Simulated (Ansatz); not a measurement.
C₂H₁₂InNSi (SMILES [CH3][InH-]([CH3])[NH2+][SiH3])

Input file:

```
crystal:
  periodic: [false, false, false]
  atoms:
    - symbol: C
      position_ang: [-1.595978, 0.973733, -2.109947]
    - symbol: C
      position_ang: [1.181879, 2.588597, -0.146564]
    - symbol: In
      position_ang: [-0.936665, 2.116541, -0.371820]
    - symbol: "N"
      position_ang: [-1.001376, 0.261477, 1.245992]
    - symbol: Si
      position_ang: [0.070414, -1.105110, 0.851853]
    - symbol: H
      position_ang: [-0.800137, 0.312702, -2.486038]
    - symbol: H
      position_ang: [-1.877440, 1.657167, -2.926571]
    - symbol: H
      position_ang: [-2.480001, 0.359003, -1.877781]
    - symbol: H
      position_ang: [-2.114745, 3.064824, 0.515266]
    - symbol: H
      position_ang: [1.402399, 3.564426, -0.607316]
    - symbol: H
      position_ang: [1.819042, 1.835870, -0.635631]
    - symbol: H
      position_ang: [1.470625, 2.654466, 0.914370]
    - symbol: H
      position_ang: [-0.781305, 0.718959, 2.131217]
    - symbol: H
      position_ang: [-1.991441, 0.016244, 1.277198]
    - symbol: H
      position_ang: [-0.018973, -2.192883, 1.873803]
    - symbol: H
      position_ang: [1.458162, -0.572959, 0.812258]
    - symbol: H
      position_ang: [-0.360487, -1.629227, -0.471102]
basis:
  gaussian:
    orbitals: def2-SVPD
total_charge: 0
hamiltonian:
  xc: {name: PBE0}
output: {forces: true, orbitals: {seedname: orbitals}}
```

Run with:

```sh
ansatz run input.yaml --threads 2 --pin off --max-ram 6090MiB --events-out events.jsonl --progress --plain --runs-dir runs
```

Geometry: PBE0-D4/def2-SVP; core potentials replace the inner electrons of In.

These are results of Ansatz 0.2.0, isolated molecule in a Gaussian basis; Kohn-Sham density functional theory, functional PBE0, not measurements.

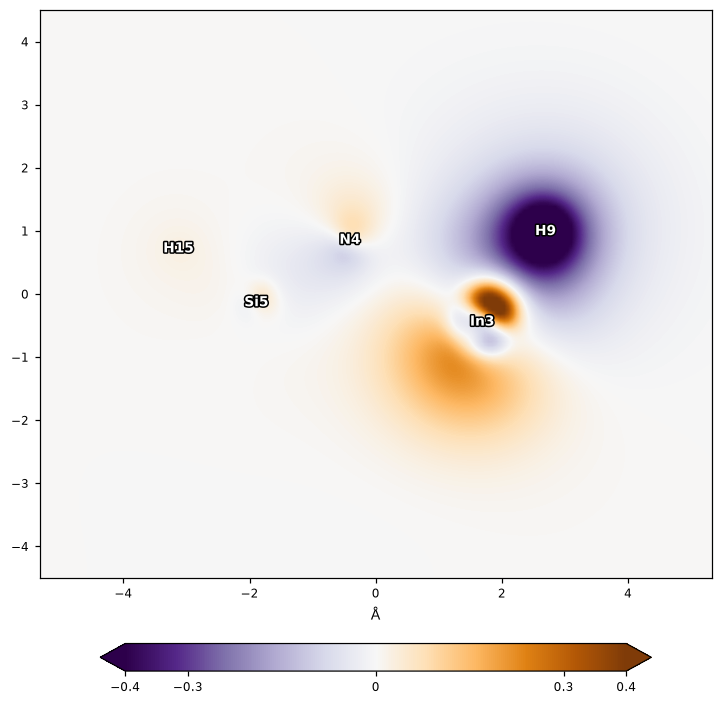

Figure 1. The HOMO−1 on the plane of atoms N4, Si5 and H15 (values in Å⁻³ᐟ²; the overall sign is arbitrary).

Q: Where does this orbital lie, and at what energy?

A: Its weight (Hirshfeld) is mainly on H9 (about 35 %), In3 (about 30 %), C1 (about 10 %) and C2 (about 10 %). Its energy is −6.93 eV.

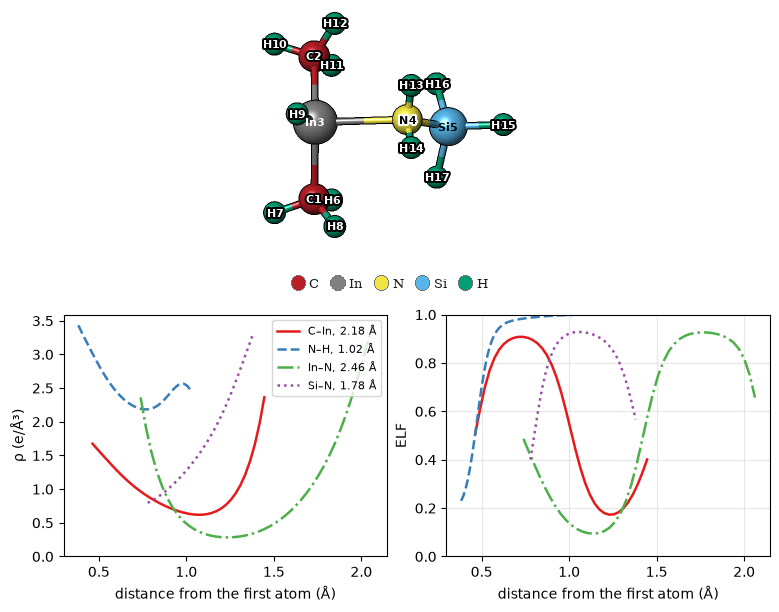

Figure 2. Electron density and ELF along straight lines between neighbouring atoms. The curves leave out the atomic cores. The structure is drawn too.

Q: What can be read from the curves?

A: C–In (2.18 Å): ρ at the midpoint is about 0.62 e/Å³; the ELF peaks at about 0.90 in the valence shell of C, 0.7 Å from its nucleus, and drops to about 0.15 between the two atoms.
N–H (1.02 Å): ρ at the midpoint is about 2.8 e/Å³; the ELF climbs to about 1 towards the hydrogen, as it does in any bond to H: an ordinary covalent bond to hydrogen.
In–N (2.46 Å): the density is about 0.28 e/Å³ at the midpoint; the ELF peaks at about 0.95 in the valence shell of N, 0.7 Å from its nucleus, and drops to about 0.10 between the two atoms.
Si–N (1.78 Å): ρ is about 0.99 e/Å³ halfway; the ELF peaks at about 0.95 between the atoms (a polar covalent bond).

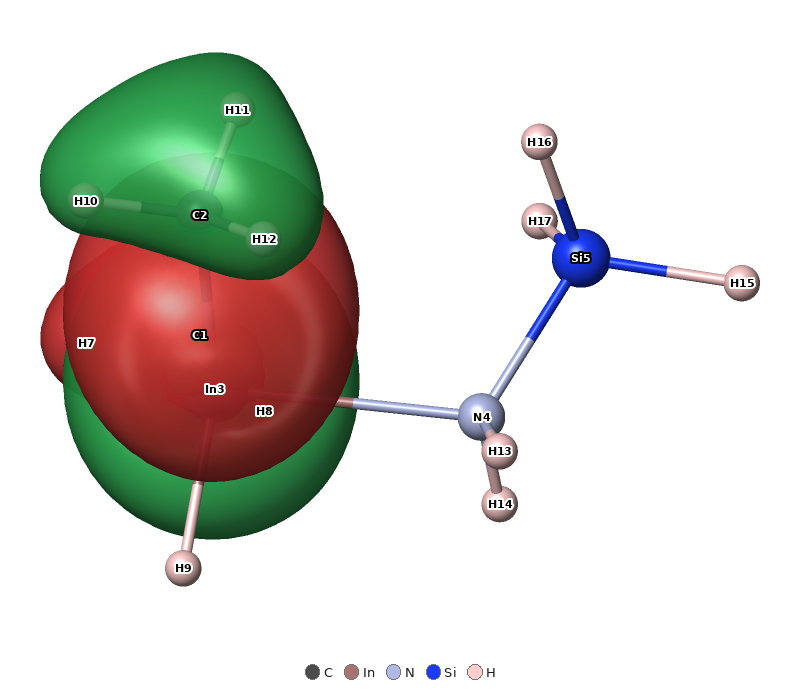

Figure 3. One frontier orbital at ±0.08 Å⁻³ᐟ² (green and red are the two phases), seen from one side.

Q: Which orbital is it: HOMO or LUMO?

A: The HOMO, at −6.70 eV. By Hirshfeld shares it lies mainly on C1 (about 30 %), C2 (about 30 %) and In3 (about 25 %).
